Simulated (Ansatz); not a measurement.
The calculation's input:

```
crystal:
  periodic: [false, false, false]
  atoms:
    - { symbol: "N", position_ang: [-1.4284, -1.241, 0.8277] }
    - { symbol: Si, position_ang: [-0.2458, -0.23, 0.2137] }
    - { symbol: Si, position_ang: [1.9162, -0.6106, 0.7009] }
    - { symbol: O, position_ang: [-0.5216, 0.0182, -1.3708] }
    - { symbol: C, position_ang: [-0.7568, 1.4287, -1.1608] }
    - { symbol: O, position_ang: [-0.7751, 1.3331, 0.305] }
    - { symbol: H, position_ang: [-2.2951, -0.6299, 0.8699] }
    - { symbol: H, position_ang: [-1.6422, -1.9091, 0.1311] }
    - { symbol: H, position_ang: [2.8315, 0.3872, 0.0604] }
    - { symbol: H, position_ang: [2.3789, -1.9706, 0.3036] }
    - { symbol: H, position_ang: [2.2111, -0.495, 2.1959] }
    - { symbol: H, position_ang: [0.102, 2.0405, -1.5032] }
    - { symbol: H, position_ang: [-1.7544, 1.8437, -1.5587] }
basis:
  gaussian: { orbitals: "6-31G" }
hamiltonian:
  xc: r2scan
  dispersion: d4
relax:
  f_tol: 0.015
  max_steps: 40
output:
  orbitals: {}
```

Command:

```sh
ansatz run input.yaml --threads 1 --pin off --max-ram 2048MiB --backend cpu --events-out ev --progress --plain --runs-dir out
```

The fields are those of the relaxed geometry.

Theory: RKS r2SCAN-D4/6-31G in Ansatz 0.2.0.

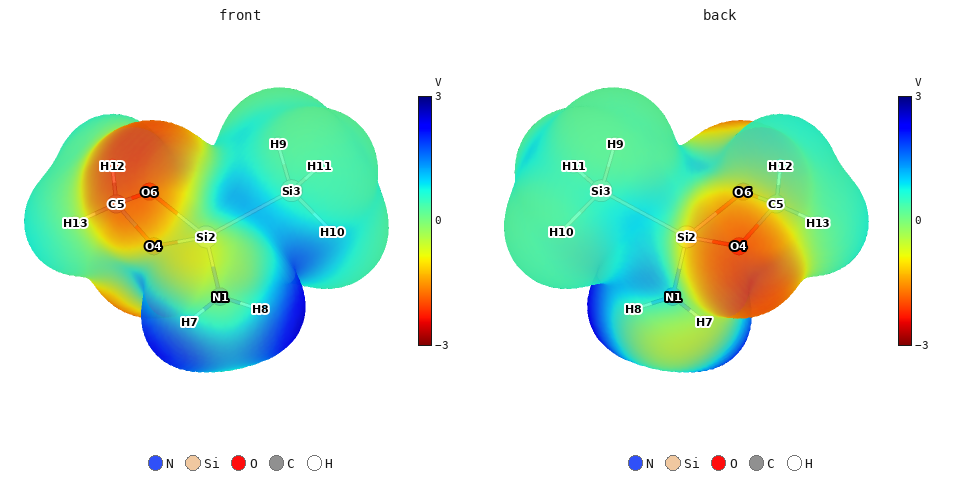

CH₇NO₂Si₂ (SMILES N[Si]1([SiH3])OCO1). The electrostatic potential painted on the density surface at 0.002 e/bohr³, seen from the front and from behind; the colour scale runs from red (negative) to blue (positive).

Describe the electrostatic potential map.

The most negative region (about −2.2 V, or −51 kcal/mol for a unit charge) lies over O4 and O6, the most positive (about +2.4 V, or +55 kcal/mol for a unit charge) over H8.
